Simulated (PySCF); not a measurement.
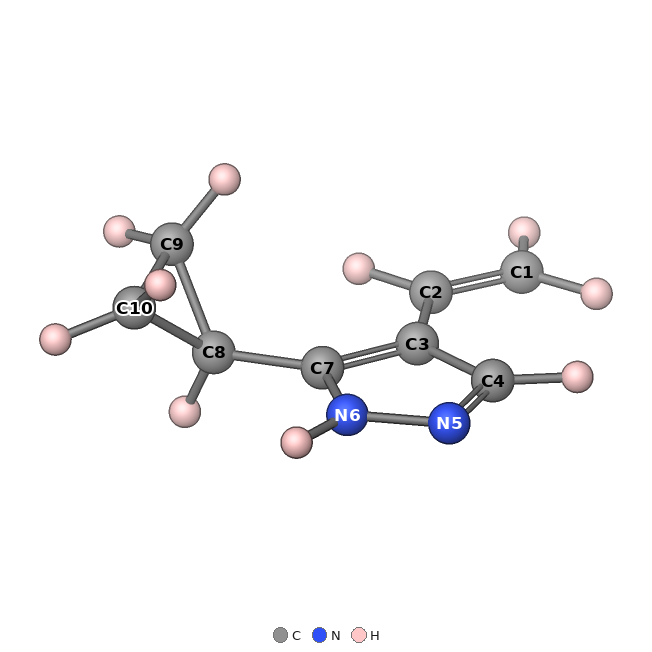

Depth is shown by fading: the farther an atom, the more it takes the colour of the background. The geometry was computed by an optimisation with PBE0-D3(BJ)/def2-SVP. No frequency run is at hand to confirm it as a minimum.

How is the 5-membered ring C3–C4–N5–N6–C7 puckered?

It is planar. The Cremer–Pople amplitude Q is 0.00 Å.

Give the torsion angles round the ring, beginning with the bond from its second to its third atom.

0°, 0°, 0°, 0°, 0°.
